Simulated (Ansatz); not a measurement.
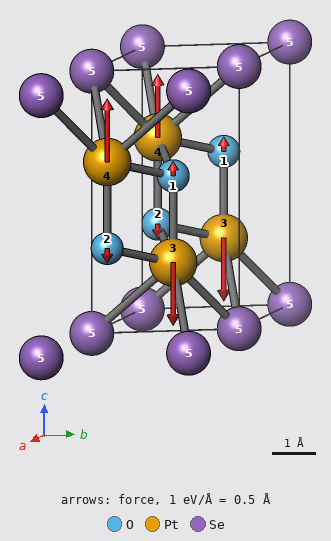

Starting geometry of crystalline Pt2SeO2 (a generated structure, set up in P-3m1) with the computed forces as red arrows. Style: ball-and-stick. Shown: the cell of the calculation, repeated 2 × 1 × 1 with one cell outlined, slightly off an axis.

The start is a swapped structure.

Level of theory: DFT, PAW plane waves, r2SCAN (Ansatz 0.2.0).

Input file:
```yaml
crystal:
  lattice:
    - [3.552397, 0.0, 0.0]
    - [-1.776199, 3.076468, 0.0]
    - [0.0, 0.0, 6.316935]
  atoms:
    - { symbol: O, position: [0.3333, 0.6667, 0.62] }
    - { symbol: O, position: [0.6667, 0.3333, 0.38] }
    - { symbol: Pt, position: [0.3333, 0.6667, 0.29] }
    - { symbol: Pt, position: [0.6667, 0.3333, 0.71] }
    - { symbol: Se, position: [0.0, 0.0, 0.0] }
  symmetry: { tolerance: 0.0003 }
kpoints:
  mp_grid: { grid: [9, 9, 4], shift: [0, 0, 0] }
magnetization:
  spin_polarized: false
scf:
  occupations: { method: fermi_dirac }
  lower_state_search: "off"
hamiltonian:
  pseudopotentials: { kind: paw }
  xc: r2scan
basis:
  ecutwfc: 500
  fft_grid_basis: typed
relax:
  max_steps: 80
  cell: { p_target: 0.0 }
  f_tol: 0.03
output:
  forces: true
  stress: true
  eigenvalues: true
  bader: true
  populations: true
  elf: true
  write_potential: true
  volumetric_format: npy
  dos:
    e_range: [-12, 8]
    de: 0.05
    projected: { site_lists: { O: [O], Pt: [Pt], Se: [Se] } }
checkpoint:
  read: saved_state
```

Run as
```bash
ansatz run input.yaml --threads 2 --pin off --max-ram 2560MiB --backend cpu --events-out ev --progress --plain --runs-dir out
```

Question: Is this structure relaxed? If not, where do the atoms go?

Answer: It isn't relaxed: the largest force vector, on Pt atoms, is 3.08 eV/Å. The atoms end up moving mostly along the starting forces (cosine between the two patterns 0.93). After 7 accepted moves (8 points after the start) the energy has fallen by 0.806 eV per cell of the calculation. The largest force component goes from 3.1 to 0.0056 eV/Å. Pressure: 6.16 GPa at the start and 0.01 GPa at the end. The SCF was repeated once at an unchanged geometry on a basis and grid sized afresh for the cell, which shifted the energy by less than 0.05 meV per cell of the calculation at most. The largest moves relative to the cell, 0.32 Å, are those of Pt3 and Pt4. Pt4 goes along +c. By element the largest moves are Pt 0.32 Å, O 0.23 Å. Se stays in place. Cell: a = b 3.552 → 3.522 Å (−0.8 %), c 6.317 → 6.449 Å (+2.1 %). Volume +0.4 %. Among the contacts that change: O1–Pt3 2.085 → 2.677 Å, Pt3–Se5 2.750 → 2.557 Å, O1–Pt4 2.128 → 2.142 Å. Bond angles that change, for instance: O1–Pt4–Se5 153.7° → 161.0°, Pt3–Se5–Pt4 99.5° → 92.9°, Pt3–Se5–Pt3 80.5° → 87.1°. The space group stays P-3m1 (No. 164). The run took 83 s on 2 threads of Arm Neoverse V2, on a shared host, peak memory 0.62 GiB.
